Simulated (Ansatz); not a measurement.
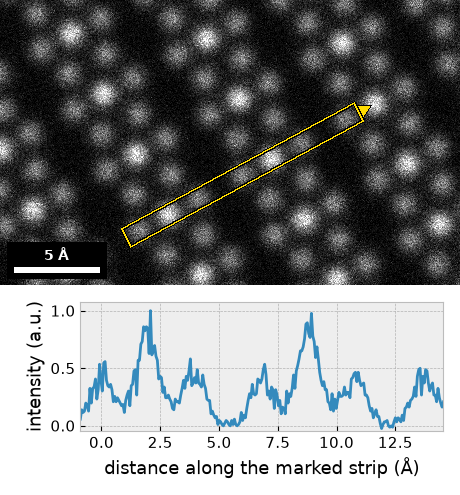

Dark-field STEM-like image of OsI4 (Cmmm, No. 65) along [110]. The image is simulated as a sum over atoms of Z^1.7, blurred by a 1.12 Å probe (no channelling). The probe carries 25 % of its weight in a tail 2.5 times as wide. Shot noise was added. Atomic positions: the end point of a relaxation with Ansatz, DFT, PAW plane waves, pbe, spin-orbit; the starting structure was generated, so it need not be a known form of this composition.

Space group Cmmm (No. 65). a = 9.326 Å, b = 10.104 Å, c = 4.009 Å, α = 90.00°, β = 90.00°, γ = 90.00°
| atom | site | symmetry | x | y | z |
| --- | --- | --- | --- | --- | --- |
| I | 4j | m2m | 0.5000 | 0.6807 | 0.5000 |
| Os | 2a | mmm | 0.0000 | 0.0000 | 0.0000 |
| I | 4g | 2mm | 0.2863 | 0.0000 | 0.0000 |

The curve is the intensity along the marked strip, in the direction of its arrowhead, with zero distance at the first column. Brightness is counted from the darkest point of the image.

### Assign the peaks of the line profile.

| position (Å) | atoms per repeat along the beam | height (% of the highest) |
| --- | --- | --- |
| 0.0 | 1 I | 55 |
| 2.0 | 1 Os | 100 |
| 3.9 | 1 I | 55 |
| 6.9 | 1 I | 55 |
| 8.8 | 1 Os | 100 |
| 10.8 | 1 I | 55 |
| 13.7 | 1 I | 55 |
